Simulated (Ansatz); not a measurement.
**UB2PLYP/6-31G run of CN (SMILES [C]#N)**

What is the vertical doublet–quartet gap of CN at UB2PLYP/6-31G? 

Program for the calculation: Ansatz 0.2.0.

77 further runs of the same task are left out: 77 set aside as unsound or not needed.

**1. The molecule**

The species is CN (2 atoms), meant as a doublet with charge 0. SMILES: `[C]#N`. The coordinates come from a PBE0-D4/def2-TZVP relaxation.

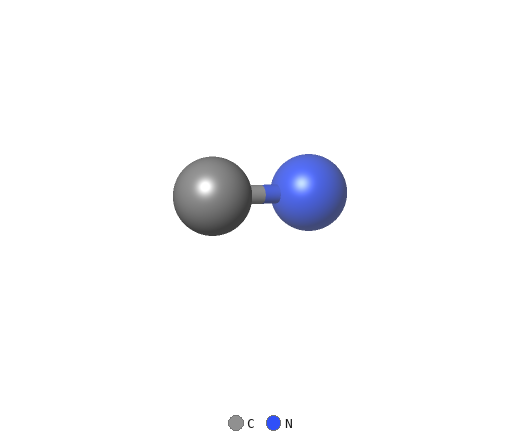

The structure, seen from a chosen angle (carbon grey, nitrogen blue).

**2. A single-point energy at UB2PLYP/6-31G**

in.yaml

```yaml
basis:
  gaussian:
    orbitals: 6-31G
crystal:
  periodic: [false, false, false]
  atoms:
    - symbol: C
      position_ang: [0.495600, -0.160400, 0.255200]
    - symbol: "N"
      position_ang: [-0.495600, 0.160400, -0.255200]
magnetization:
  spin_polarized: true
  initial_magnetization: 1
hamiltonian:
  xc: {name: B2PLYP}
correlation:
  frozen_orbitals: {C: 1, "N": 1}
accuracy: high
```

Command:

```bash
$ ansatz run in.yaml --threads 1 --pin off --max-ram 2610MiB --events-out events.jsonl --progress --plain --runs-dir runs
```

Standard output:

```text
Warning: RAYON_NUM_THREADS=1 ignored (pool sized by the plan → 1); use --threads N
Functional definition: B2PLYP
  name "B2PLYP"
  parameter a = 0.53
  parameter c = 0.27
  exchange = (1 - a)*b88_x + a*exact_x
  correlation = (1 - c)*lyp_c + c*(mp2_os + mp2_ss)
414 factors; integrals over basis functions are off by at most 2.6e-9 eV
mean field evaluation 1: about -2514.8033 eV, gradient 2.2e1 eV
mean field evaluation 2: about -2514.8092 eV, gradient 2.2e1 eV
mean field evaluation 4: about -2516.8370 eV, gradient 2.4e0 eV
mean field evaluation 8: about -2516.9852 eV, gradient 2.7e-1 eV
mean field evaluation 16: about -2516.9896 eV, gradient 7.3e-5 eV
mean field -2516.98959231 eV, -92.4976614407 hartree, gradient 2.4e-8 eV, S^2 0.801942; 2 other end points of the search recorded, 0 dependent functions left out
2 core orbitals not correlated: weight in the atoms' cores, before any rotation towards them, 1.000 or more for the frozen orbitals, at most 0.000 for the correlated occupied ones
reference -2516.98960506 eV, -92.4976619092 hartree; 5, 4 occupied and 11, 12 virtual orbitals, 414 factors
second order -7.43904415 eV of doubles, -0.00000000 eV of singles
Total energy: -2518.99814698 eV, -92.5714744633 hartree
```

Wall time 0.72 s (1 thread of Intel Xeon Platinum 8375C at 2.90GHz (Ice Lake), shared host); peak memory 0.11 GiB.

**3. The quartet**

input.yaml

```yaml
crystal:
  periodic: [false, false, false]
  atoms:
    - {symbol: C, position_ang: [0.495600, -0.160400, 0.255200]}
    - {symbol: "N", position_ang: [-0.495600, 0.160400, -0.255200]}
basis:
  gaussian:
    orbitals: 6-31G
magnetization:
  spin_polarized: true
  initial_magnetization: 3
hamiltonian:
  xc: {name: B2PLYP}
correlation:
  frozen_orbitals: {C: 1, "N": 1}
accuracy: high
```

Command:

```bash
$ ansatz run input.yaml --threads 1 --pin off --max-ram 2610MiB --events-out events.jsonl --progress --plain --runs-dir runs
```

Standard output:

```text
Warning: RAYON_NUM_THREADS=1 ignored (pool sized by the plan → 1); use --threads N
[... 6 set-up lines as earlier in the session ...]
414 factors; integrals over basis functions are off by at most 2.6e-9 eV
mean field evaluation 1: about -2509.5181 eV, gradient 1.0e1 eV
mean field evaluation 2: about -2509.5228 eV, gradient 1.0e1 eV
mean field evaluation 4: about -2510.0612 eV, gradient 2.5e0 eV
mean field evaluation 8: about -2510.1783 eV, gradient 4.3e-2 eV
mean field evaluation 16: about -2510.1779 eV, gradient 1.5e-5 eV
mean field evaluation 32: about -2511.1005 eV, gradient 2.9e-5 eV
mean field -2511.10045957 eV, -92.2812398043 hartree, gradient 5.8e-8 eV, S^2 3.763474; 2 other end points of the search recorded, 0 dependent functions left out
2 core orbitals not correlated: weight in the atoms' cores, before any rotation towards them, 1.000 or more for the frozen orbitals, at most 0.000 for the correlated occupied ones
reference -2511.10047220 eV, -92.2812402683 hartree; 6, 3 occupied and 10, 13 virtual orbitals, 414 factors
second order -4.14128355 eV of doubles, -0.00000000 eV of singles
Total energy: -2512.21861876 eV, -92.3223313964 hartree
```

Run time: 1.3 s. Hardware: 1 thread of Intel Xeon Platinum 8375C at 2.90GHz (Ice Lake), shared host; peak memory 0.11 GiB.

**4. What came out**

Level: UB2PLYP/6-31G, 2 core orbitals frozen.

| quantity | value |
| --- | --- |
| doublet: total energy | -92.57147 Eh |
| doublet: ⟨S²⟩ | 0.802 |
| quartet: total energy | -92.32233 Eh |
| quartet: ⟨S²⟩ | 3.763 |
| vertical energy of the quartet above the doublet | 6.780 eV |

**Reading.** At this shape the quartet lies 6.78 eV (156 kcal/mol) above the doublet.
